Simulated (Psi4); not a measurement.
# SnO (tin(ii) oxide): an attempt with Psi4

Wanted: a single-point energy of SnO (tin(ii) oxide).

Program for the calculation: Psi4 1.11.

6 further runs of the same task are left out: 3 that didn't finish, 3 set aside as unsound or not needed.

## Step 1: The structure to begin with

The species is SnO (2 atoms), meant as a singlet with charge 0. As SMILES, `[O]=[Sn]`. The shape comes from GFN2-xTB, which is rough for such elements, and wasn't checked as a minimum.

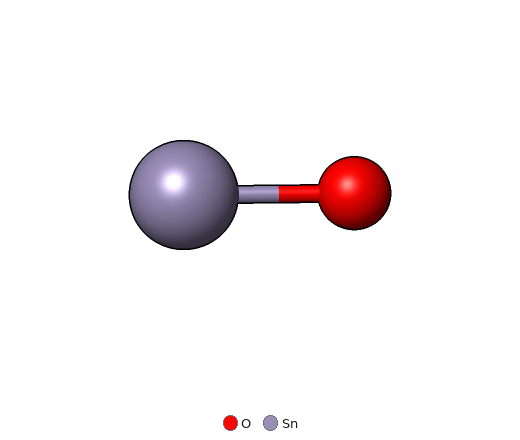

Viewed from a chosen angle; oxygen red, tin purple.

## Step 2: The input as written

File osn.xyz:

```xyz
2
OSn
O      0.000000     0.000000     0.000000
Sn     0.000000     0.000000     1.803580
```

File run.py:

```python
import psi4

psi4.set_memory(1600000000)
psi4.set_num_threads(1)
psi4.core.set_output_file('run.log', False)

with open('osn.xyz') as f:
    atoms = ''.join(f.readlines()[2:])
molecule = psi4.geometry('0 1\n' + atoms + 'symmetry c1')

psi4.set_options(dict(basis='STO-6G', maxiter=5, scf_type='pk', pcm=True))
psi4.pcm_helper("""
  Units = Angstrom
  Medium {
    SolverType = IEFPCM
    Solvent = Methylenechloride
  }
  Cavity {
    Type = GePol
    RadiiSet = UFF
    Scaling = False
    Area = 0.5
    Mode = Implicit
  }
""")

energy_value = psi4.energy('ms0', molecule=molecule)
print('E =', round(energy_value, 9))
```

Started as:

```sh
$ python run.py
```

run.log:

```text
PCM or DDX continuum solvation does not make use of molecular symmetry: further calculations in C1 point group.

   => Loading Basis Set <=

    Name: STO-6G
    Role: ORBITAL
    Keyword: BASIS

         ---------------------------------------------------------
                                   SCF
                              RKS Reference
                        1 Threads,   1525 MiB Core
         ---------------------------------------------------------

  ==> Geometry <==

    Molecular point group: c1
    Full point group: C_inf_v

    Geometry (in Angstrom), charge = 0, multiplicity = 1:

       Center              X                  Y                   Z               Mass
    ------------   -----------------  -----------------  -----------------  -----------------
         O            0.000000000000     0.000000000000    -1.591300969321    15.994914619570
         SN           0.000000000000     0.000000000000     0.212279030679   119.902201630000

  Running in c1 symmetry.

  Rotational constants: A = ************  B =      0.36722  C =      0.36722 [cm^-1]
  Rotational constants: A = ************  B =  11008.99147  C =  11008.99147 [MHz]
  Nuclear repulsion =  117.361516687920698

  Charge       = 0
  Multiplicity = 1
  Electrons    = 58
  Nalpha       = 29
  Nbeta        = 29

  ==> Algorithm <==

[... 64 lines left out ...]
    Weights Tolerance      =       1.00E-15
[... 53 lines left out ...]
      Integral cutoff                 1.00e-12
      Number of threads:                 1

  Performing in-core PK
  Using 279312 doubles for integral storage.
  We computed 4985 shell quartets total.
  Whereas there are 5565 unique shell quartets.

  ==> DiskJK: Disk-Based J/K Matrices <==

    J tasked:                  Yes
    K tasked:                   No
    wK tasked:                  No
    Memory [MiB]:             1076
    Schwarz Cutoff:          1E-12

  Cached 100.0% of DFT collocation blocks in 0.066 [GiB].

  Minimum eigenvalue in the overlap matrix is 3.3268044248E-01.
  Reciprocal condition number of the overlap matrix is 1.8873397680E-01.
    Using symmetric orthogonalization.

  ==> Pre-Iterations <==

  SCF Guess: Superposition of Atomic Densities via on-the-fly atomic UHF (no occupation information).

   -------------------------
    Irrep   Nso     Nmo
   -------------------------
     A         32      32
   -------------------------
    Total      32      32
   -------------------------

  ==> Iterations <==

                        Total Energy        Delta E     RMS |[F,P]|

   @RKS iter SAD: -6068.79877127810687   -6.06880e+03   0.00000e+00
   @RKS iter   1: -6070.66221436337582   -1.86344e+00   2.51300e-02 DIIS/ADIIS
   @RKS iter   2: -6070.29928986926370    3.62924e-01   1.79223e-02 DIIS/ADIIS
   @RKS iter   3: -6069.89533799548371    4.03952e-01   3.94552e-02 DIIS/ADIIS
   @RKS iter   4: -6070.58561274381645   -6.90275e-01   2.70179e-02 DIIS/ADIIS
   @RKS iter   5: -6070.53055648265581    5.50563e-02   2.84450e-02 DIIS/ADIIS

PsiException: Could not converge SCF iterations in 5 iterations.

  Failed to converge.
```

Standard output:

```text
Traceback (most recent call last):
  File "run.py", line 27, in <module>
    energy_value = psi4.energy('ms0', molecule=molecule)
psi4.driver.p4util.exceptions.SCFConvergenceError: Could not converge SCF iterations in 5 iterations.
```

It took 4.2 s on 1 thread of Intel Xeon Platinum 8488C (Sapphire Rapids), shared host; peak memory 0.27 GiB.

## Step 3: Diagnosis

The run stopped without converging.

The telling line is `psi4.driver.p4util.exceptions.SCFConvergenceError: Could not converge SCF iterations in 5 iterations.`. What is wrong: the iteration cap is too low for convergence. To mend it: iteration cap at its default in place of 5.
